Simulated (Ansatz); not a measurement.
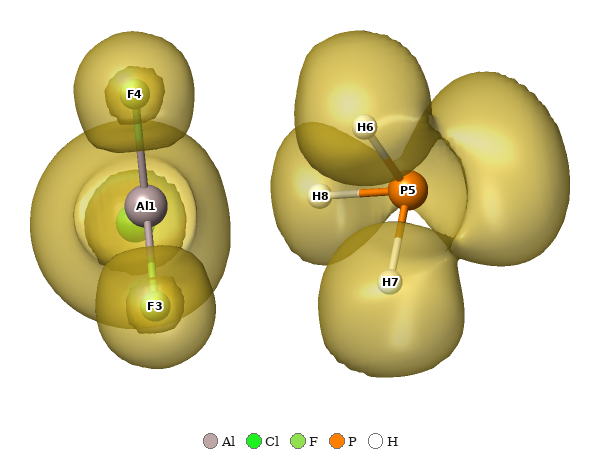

The picture shows: AlClF$_{2}$···PH$_{3}$. Isosurface of the electron localisation function at 0.75 (yellow), seen from one side. Only the valence region is drawn (cores and ρ < 0.01 e/Å³ removed).

Not at a stationary point (largest force 1.7 eV/Å).

Level of theory: Ansatz, RHF/6-31G*.

Input

```
crystal:
  periodic: [false, false, false]
  atoms:
    - { symbol: Al, position_ang: [0.0, 0.0, 0.0] }
    - { symbol: Cl, position_ang: [0.0, 0.0, 2.58] }
    - { symbol: F, position_ang: [1.4635, 0.0, -0.845] }
    - { symbol: F, position_ang: [-1.4635, 0.0, -0.845] }
    - { symbol: P, position_ang: [0.1078, -2.446, 0.8135] }
    - { symbol: H, position_ang: [-0.6605, -3.268, -0.0528] }
    - { symbol: H, position_ang: [1.4574, -2.8876, 0.8103] }
    - { symbol: H, position_ang: [0.0643, -1.4594, 2.0809] }
basis:
  gaussian: { orbitals: "6-31G*" }
hamiltonian:
  xc: hf
relax:
  f_tol: 0.15
  max_steps: 25
  restrain:
    - { distance: [0, 4], at: 3.48, k: 30.0 }
    - { distance: [7, 1], at: 2.57, k: 30.0 }
    - { distance: [0, 1], at: 2.23, k: 30.0 }
    - { distance: [7, 4], at: 1.42, k: 30.0 }
output:
  orbitals: {}
```

Run with:

```sh
ansatz run input.yaml --threads 1 --pin off --max-ram 2048MiB --backend cpu --events-out ev --progress --plain --runs-dir out
```

The fields are those of the run's last geometry, not of the input's.

Where are the electrons localised?

The ELF exceeds this value in one region on Cl in which the atom's valence shell and bonds are merged, two regions wrapped around F (the valence shell of each) and one joined region spread over several atoms (H, P), in which their bonds and any lone pairs are merged. Along the contacts the grid gives the following. Al1···H8 (2.63 Å): the ELF climbs to about 1 towards the hydrogen. Al–F (1.62 Å): the ELF peaks at about 0.85 in the valence shell of F, 0.5 Å from its nucleus, and is about 0.35 at the midpoint.
